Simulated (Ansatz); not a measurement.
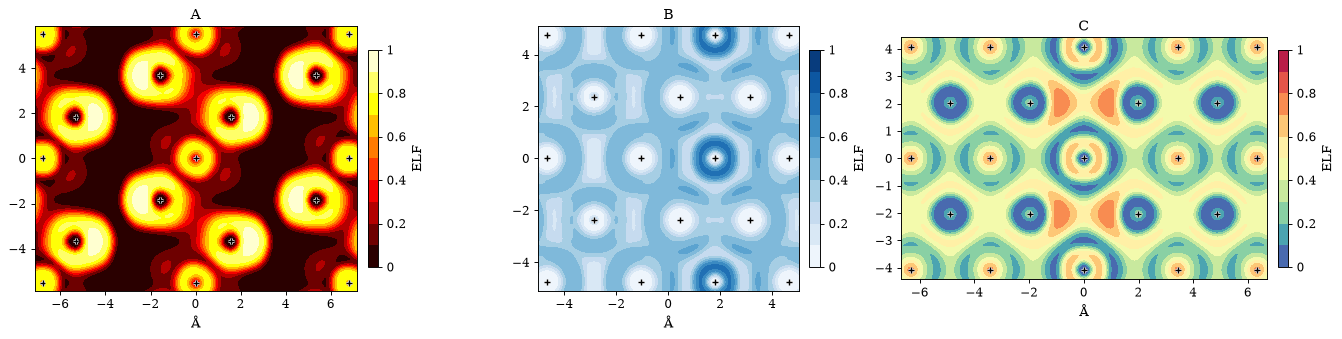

The ELF of 3 systems, each on a plane through atoms (crosses mark nuclei in the plane).

Level of theory: DFT PBE, scalar-relativistic, plane waves, PAW in Ansatz.

System 1: Ge₅W, the (110) plane of the conventional cell. Space group P4/mmm; a structure generated by program, which may or may not match a known phase.

```yaml
crystal:
  lattice:
    - [3.35650, 0.00000, 0.00000]
    - [0.00000, 3.35650, 0.00000]
    - [0.00000, 0.00000, 9.32141]
  atoms:
    - { symbol: Ge, position: [0.50000, 0.50000, 0.30700] }
    - { symbol: Ge, position: [0.50000, 0.50000, 0.69300] }
    - { symbol: Ge, position: [0.00000, 0.00000, 0.14523] }
    - { symbol: Ge, position: [0.00000, 0.00000, 0.85477] }
    - { symbol: Ge, position: [0.00000, 0.00000, 0.50000] }
    - { symbol: W, position: [0.50000, 0.50000, 0.00000] }
```

System 2: TiAl₄Ni₃, the (11̄0) plane of the conventional cell. Space group P4/mmm; a structure generated by program, which may or may not match a known phase; computed without spin polarisation.

System 3: VMoS₄, the (110) plane of the conventional cell. Space group P-3m1; a structure generated by program, which may or may not match a known phase; computed without spin polarisation.

```yaml
crystal:
  lattice:
    - [3.18816, 0.00000, 0.00000]
    - [-1.59408, 2.76103, 0.00000]
    - [0.00000, 0.00000, 13.57995]
  atoms:
    - { symbol: V, position: [0.00000, 0.00000, 0.00000] }
    - { symbol: Mo, position: [0.00000, 0.00000, 0.50000] }
    - { symbol: S, position: [0.66667, 0.33333, 0.38324] }
    - { symbol: S, position: [0.66667, 0.33333, 0.89212] }
    - { symbol: S, position: [0.33333, 0.66667, 0.10788] }
    - { symbol: S, position: [0.33333, 0.66667, 0.61676] }
```

Match each panel to its system.

Answer. Panel A is system 3, VMoS₄: the plane holds V, Mo and S. V–S (2.35 Å): the ELF peaks at about 0.85 in the valence shell of S, 0.8 Å from its nucleus, and is about 0.50 at the midpoint. Panel B is system 1, Ge₅W: the plane holds Ge and W. Ge–Ge (2.71 Å): the ELF is about 0.30 at the midpoint (no localised pair shows between them). Panel C is system 2, TiAl₄Ni₃: the plane holds Ti, Al and Ni. Al–Ni (2.50 Å): the ELF is about 0.40 at the midpoint.
